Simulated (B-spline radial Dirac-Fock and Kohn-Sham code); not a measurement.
Mercury (Z = 80). Computed with a B-spline radial code: a Dirac–Hartree–Slater potential of the neutral atom, no hole, surface-current nucleus.

Before looking at the plot, say what to expect. Its caption: Internal conversion coefficients by shell for magnetic multipoles at a transition energy of 40.9 keV (K and L shells).

The shells shown sum to 15.3 (M1), 900 (M2), 58300 (M3), 2.26 × 10⁶ (M4), 6.16 × 10⁷ (M5). The largest bar is L1 for M1, L1 for M2, L3 for M3, L3 for M4, L3 for M5. The K shell is closed at this energy.

The computed plot:

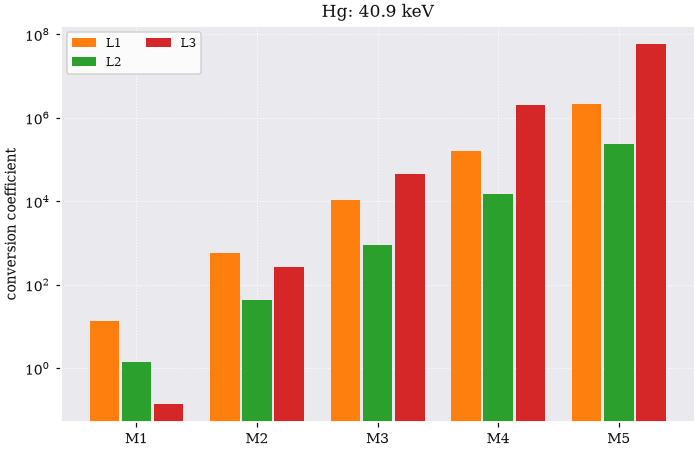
